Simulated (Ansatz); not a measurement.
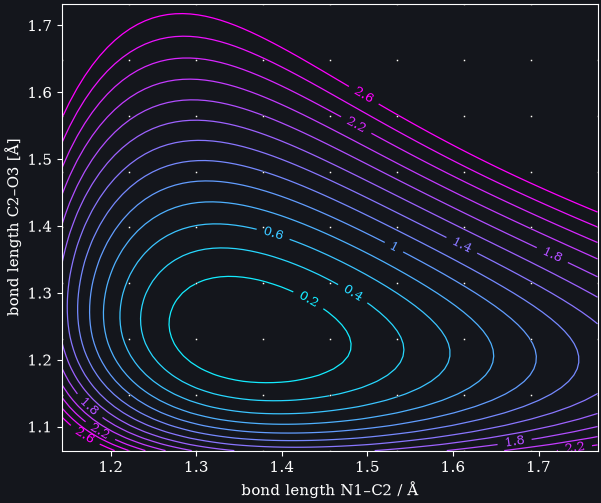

Energy landscape of CH2NO2, SMILES N=C([O])O, spin multiplicity 2. Coordinates scanned: (1) bond length N1–C2; (2) bond length C2–O3. Nothing is relaxed (all other coordinates rigid). The grid has 9 × 9 points. All energies are given in eV relative to the relaxed molecule at the same level. The calculation used Ansatz, UKS PBE-D4/def2-SVP.

Drawn: contour lines labelled in eV (none above 2.6), dots at the grid points. Between grid points the surface is interpolated. 

Question: What does the map say about the system?

Answer: The lowest grid point is at bond length N1–C2 = 1.378 Å, bond length C2–O3 = 1.231 Å, 0.006 eV from the relaxed molecule at the same level. No other kind of well shows on this grid. The highest grid point, bond length N1–C2 = 1.769 Å, bond length C2–O3 = 1.732 Å, lies 5.42 eV above the lowest. Round the minimum the valley is somewhat tilted: raising bond length N1–C2 shifts the best value of bond length C2–O3 downwards (coupling k₁₂/√(k₁₁k₂₂) about 0.2).

The whole map (81 points run) took 13 min on 1 thread of Intel(R) Xeon(R) Platinum 8488C (Sapphire Rapids), on a shared host.
